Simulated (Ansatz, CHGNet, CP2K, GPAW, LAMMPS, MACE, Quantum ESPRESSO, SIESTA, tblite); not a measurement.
# Aqueous Li+ and I-, 1.5 mol of salt per kg of water at 360 K (110 atoms), the geometry as built

Calculated values (Ansatz 0.2.0, Kohn-Sham DFT, PBE, PAW, plane waves; cutoff 420 eV, Γ point, fermi-dirac smearing of 0.05 eV; density 1.14 g/cm³) for the geometry as built.

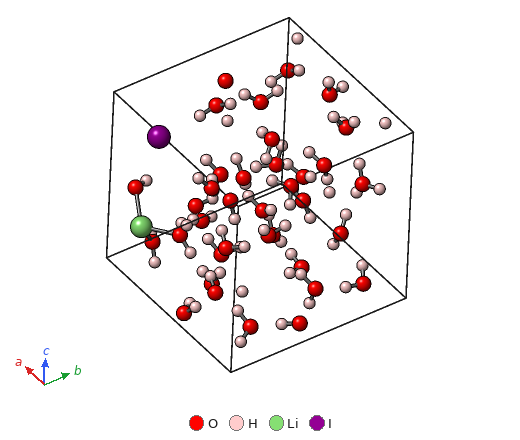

The structure (oxygen red, hydrogen pink, lithium green, iodine purple). Bonds to atoms that aren't drawn are left out. Some periodic images of atoms are drawn too.

Extended XYZ; positions in Å, forces in eV/Å, q the Löwdin charge in e:

```xyz
110
Lattice="10.442 0.000 0.000 0.000 10.442 0.000 0.000 0.000 10.442" Properties=species:S:1:pos:R:3:charge:R:1:forces:R:3 pbc="T T T"
O 4.429 0.328 0.520 -0.72 -0.132 -0.256 0.295
H 4.018 0.346 1.432 0.39 0.162 0.207 -0.476
H 4.751 1.245 0.282 0.37 -0.347 -0.646 0.207
O 1.914 0.552 5.846 -0.74 -0.309 -0.409 -0.152
H 2.652 0.253 6.452 0.37 -0.175 0.508 -0.186
H 1.675 1.500 6.055 0.37 0.453 -0.463 -0.037
O 5.085 1.650 5.281 -0.69 -0.253 0.807 0.389
H 5.489 0.735 5.276 0.38 -0.552 0.291 0.248
H 4.401 1.709 6.008 0.39 1.139 -0.744 -0.619
O 7.566 7.558 6.061 -0.70 -0.267 -0.585 -0.477
H 7.509 6.918 6.828 0.39 -0.118 0.572 -0.920
H 7.323 7.086 5.214 0.41 0.385 0.176 1.280
O 7.383 6.644 8.932 -0.69 0.034 0.115 -0.141
H 7.329 7.583 9.270 0.40 0.223 -1.040 -0.254
H 8.341 6.363 8.880 0.38 -0.048 1.060 -0.062
O 1.446 0.597 9.543 -0.66 -0.506 -0.510 -0.123
H 2.084 10.276 9.648 0.39 -0.510 0.198 -0.095
H 0.603 0.269 9.116 0.38 1.074 0.313 0.465
O 7.424 3.982 9.890 -0.67 0.050 0.305 -0.760
H 7.829 3.320 9.260 0.36 -0.175 0.684 0.210
H 7.516 4.903 9.511 0.39 -0.423 -0.818 0.374
O 4.910 5.891 7.041 -0.68 0.313 0.420 0.414
H 5.517 5.123 6.838 0.39 0.053 0.611 0.242
H 5.387 6.548 7.626 0.40 -0.192 -1.153 -0.767
O 0.734 1.627 1.639 -0.70 0.143 0.097 0.088
H 1.433 1.337 2.293 0.39 -0.151 0.153 -0.895
H 0.922 1.216 0.746 0.38 0.185 -0.063 0.740
O 9.876 1.145 4.302 -0.72 0.125 -0.299 0.333
H 9.272 1.325 5.078 0.37 1.006 -0.427 -0.589
H 0.250 0.662 4.620 0.40 -0.999 0.612 0.123
O 9.087 9.997 0.975 -0.75 -0.336 0.024 -0.236
H 9.566 9.201 1.346 0.37 0.220 0.247 -0.643
H 8.914 9.858 0.000 0.37 0.495 -0.437 1.150
O 6.748 3.921 6.031 -0.69 0.293 0.166 0.058
H 7.565 3.622 6.525 0.37 -1.033 -0.292 -0.375
H 6.216 3.121 5.753 0.38 0.591 -0.078 0.446
O 2.138 6.525 0.870 -0.67 1.057 -0.343 0.237
H 1.529 5.744 0.736 0.40 0.353 -0.245 0.059
H 2.966 6.225 1.344 0.40 -0.977 0.163 -0.512
O 8.650 9.173 8.921 -0.66 0.404 -0.265 -0.942
H 8.917 8.368 8.391 0.40 -0.068 1.184 0.487
H 8.868 10.001 8.404 0.35 -0.123 -0.661 -0.138
O 10.155 6.535 8.409 -0.74 -0.517 -0.553 0.183
H 0.342 5.765 8.515 0.40 -0.099 1.245 -0.299
H 0.180 7.287 7.944 0.38 0.218 -0.773 0.206
O 0.423 4.376 0.833 -0.70 -0.488 0.105 -0.487
H 9.968 4.426 0.393 0.41 1.100 -0.489 0.818
H 0.618 3.428 1.085 0.39 -0.565 0.286 -0.178
O 1.230 8.423 7.229 -0.67 0.010 0.663 -0.299
H 1.887 8.667 7.943 0.39 -0.345 -0.035 -0.483
H 0.939 9.250 6.748 0.40 0.630 -0.443 0.661
O 5.156 2.722 0.234 -0.67 0.405 0.592 0.185
H 5.380 2.554 1.194 0.40 -0.109 1.006 -0.219
H 5.752 3.439 10.315 0.40 0.281 -0.561 0.320
O 8.517 4.752 3.579 -0.69 -0.283 -0.046 0.405
H 8.177 4.488 4.482 0.39 0.440 0.233 -0.997
H 9.513 4.667 3.560 0.39 -0.443 -0.091 0.648
O 3.180 2.640 8.858 -0.71 -0.595 0.032 0.091
H 2.391 2.167 9.249 0.38 0.774 0.362 0.021
H 3.906 2.700 9.543 0.38 -0.798 -0.171 -0.166
O 5.064 3.181 2.900 -0.68 -0.412 -0.166 0.552
H 5.346 3.092 3.855 0.39 -0.373 -0.063 -1.206
H 4.858 4.139 2.701 0.39 0.644 -0.093 0.367
O 5.855 9.660 9.110 -0.71 0.486 -0.046 -0.279
H 6.696 10.198 9.065 0.40 -1.216 -0.768 0.136
H 5.280 10.002 9.854 0.37 0.587 0.257 0.392
O 3.208 1.017 2.898 -0.67 0.007 -0.477 0.351
H 3.377 0.566 3.774 0.40 -0.130 1.084 -0.874
H 3.724 1.873 2.858 0.39 0.090 -0.407 0.664
O 2.976 8.590 9.504 -0.67 0.452 -0.050 0.201
H 2.617 8.088 10.291 0.40 0.589 -0.116 -0.730
H 3.975 8.545 9.508 0.40 -1.355 -0.077 0.264
O 4.264 7.137 4.677 -0.70 -0.567 -0.085 -0.446
H 3.355 6.927 4.317 0.38 0.377 0.373 0.815
H 4.430 6.596 5.501 0.38 -0.065 0.126 -0.226
O 7.323 0.402 2.978 -0.71 -0.528 -0.267 0.107
H 6.685 0.115 2.264 0.39 0.768 0.149 1.350
H 7.015 0.051 3.862 0.38 -0.215 -0.015 -1.579
O 0.219 7.973 1.860 -0.72 -0.531 0.307 0.764
H 0.931 7.453 1.390 0.38 -0.127 0.365 0.890
H 0.443 8.040 2.833 0.39 0.294 -0.255 -1.175
O 2.192 5.543 8.314 -0.68 0.897 0.015 -0.170
H 2.579 6.254 7.726 0.40 -0.085 -1.190 0.977
H 2.930 5.079 8.804 0.40 -0.787 0.711 -0.950
O 5.183 5.816 2.433 -0.71 -0.605 0.420 -0.411
H 4.772 6.508 3.027 0.38 1.032 -0.552 -0.110
H 6.026 6.176 2.035 0.40 -0.518 0.177 0.443
O 7.511 7.158 1.790 -0.69 0.744 0.202 0.011
H 8.239 6.792 2.370 0.41 -0.638 0.560 -0.901
H 7.868 7.916 1.245 0.40 -0.148 -0.915 1.020
O 0.711 4.552 4.080 -0.68 0.912 0.377 -0.896
H 0.993 4.098 4.926 0.39 0.294 -0.015 -0.420
H 1.375 4.354 3.359 0.40 -0.925 0.050 1.134
O 1.361 3.199 6.271 -0.64 0.396 -0.076 0.408
H 1.954 3.340 7.064 0.41 -0.824 0.231 -0.493
H 0.427 3.021 6.581 0.35 0.629 0.067 0.410
O 8.221 2.726 1.738 -0.73 -0.395 0.116 -0.519
H 7.540 2.899 1.027 0.37 1.196 0.201 1.182
H 8.202 3.470 2.406 0.38 -0.256 -0.151 -0.445
O 4.008 0.435 7.517 -0.69 -0.705 -0.426 0.191
H 3.442 1.001 8.115 0.37 0.957 -0.175 -0.120
H 4.517 10.215 8.067 0.38 0.034 0.769 -0.339
O 5.811 9.485 4.777 -0.67 -0.165 -0.011 0.701
H 6.399 8.982 5.410 0.40 -0.818 -0.062 -0.363
H 4.920 9.035 4.720 0.40 1.202 -0.238 0.276
O 1.578 7.490 4.296 -0.67 -0.256 -0.260 0.560
H 1.737 7.879 5.203 0.40 -0.545 -0.670 -0.697
H 1.031 6.657 4.382 0.40 0.563 0.537 0.291
Li 9.187 1.087 2.334 0.77 -0.254 0.015 -0.115
I 9.141 1.869 7.672 -0.48 -0.390 -0.029 0.148
```

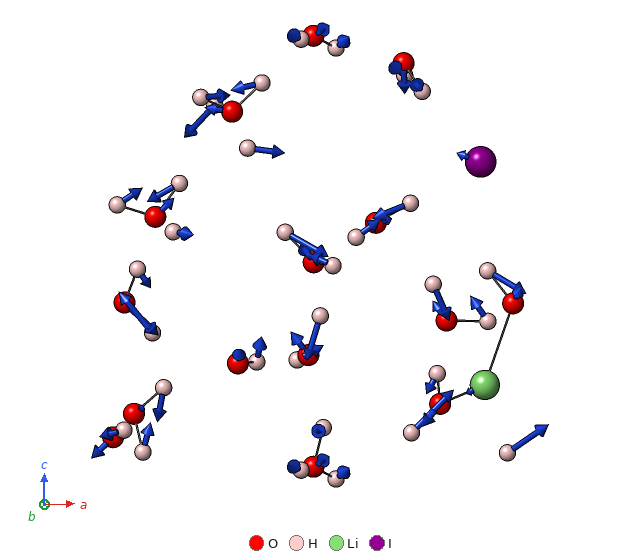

The forces as arrows, the longest 1.69 eV/Å. Drawn is a slice 4 Å thick, seen along the normal of the ac plane. Bonds to atoms that aren't drawn are left out.

The network of contacts between molecules at the start is that of the classical potential that made the cell, and needn't be the one that DFT or experiment would give. The functional has no dispersion term, which matters for the binding between molecules or layers. The density was typed from a rule of thumb and may lie off the real one at this temperature. Only the Γ point is sampled, in a cell whose shortest periodic width is 10 Å. The Löwdin charges lack the electrons that the projection spills, 0.029 e an atom on average.

The r.m.s. force component is 0.548 eV/Å; the longest force, 1.69 eV/Å, acts on H98.

[Logs are printed without paths, hosts, clocks, repeated set-up lines and the standing remarks that a program may print on its own settings, such as how far it seeks lower states.]

[Hosts, paths, dates, database ids (printed as entryN), source tags and the programs' standing remarks are cut or masked in the printed files.]
